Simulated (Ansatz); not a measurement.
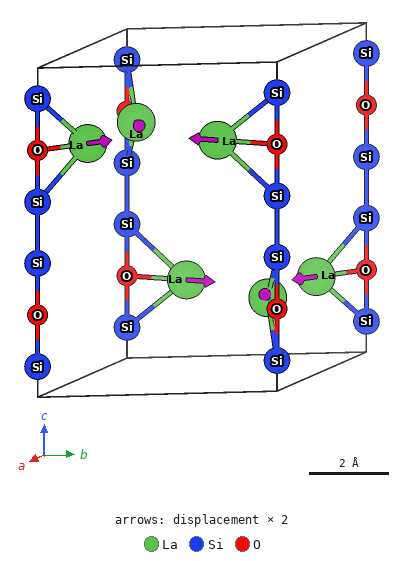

A relaxation of crystalline La3Si2O (a generated structure, set up in P6_3/mmc) (coarse preliminary run). The starting structure is drawn; purple arrows show the displacements (the part carried along by the change of the cell is left out), 2 times their true length.

A ball-and-stick model of the cell of the calculation, seen slightly off an axis.

All numbers below come from DFT PBE, scalar-relativistic, plane waves, PAW (Ansatz). (plane-wave cutoff 420 eV; k-point mesh 3 × 3 × 2; occupations gaussian; smearing width 0.1 eV; no spin polarisation; cell and atoms relaxed; force threshold 0.04 eV/Å; at most 70 steps)

Q: Which element moves most?

A: Lanthanum: up to 0.40 Å, against 0.04 Å for silicon.

Q: Describe the change and its energy.

A: Over 15 accepted moves (17 points after the start) the energy falls by 9271 meV per atom. Largest force component: 46 eV/Å at the start, 0.0079 eV/Å at the end. Pressure: 155.10 GPa at the start and 0.10 GPa at the end. At 2 points the geometry stayed and the basis and grid were re-selected for the new cell (energy shift of 225 meV per atom at most each time). The largest moves relative to the cell, 0.40 Å, are those of La atoms. By element the largest moves are La 0.40 Å, Si 0.04 Å. O stays in place. The volume changes by +106.1 %, with a = b 6.131 → 7.078 Å (+15.4 %), c 8.470 → 13.100 Å (+54.7 %). Among the contacts that change: Si–Si 2.657 → 4.187 Å, La–La 2.806 → 3.935 Å, La–Si 2.095 → 3.089 Å, Si–Si 1.578 → 2.363 Å. Bond angles that change, for instance: Si–La–Si 78.7° → 85.3°, La–Si–La 84.1° → 79.1°, La–Si–Si 129.4° → 132.7°. The space group stays P6_3/mmc (No. 194). The run took 4 min on 1 thread of Arm Neoverse V1 (shared host), peak memory 0.8 GiB.

Limits of the set-up: the k-point mesh is coarse for a cell with partly filled bands.
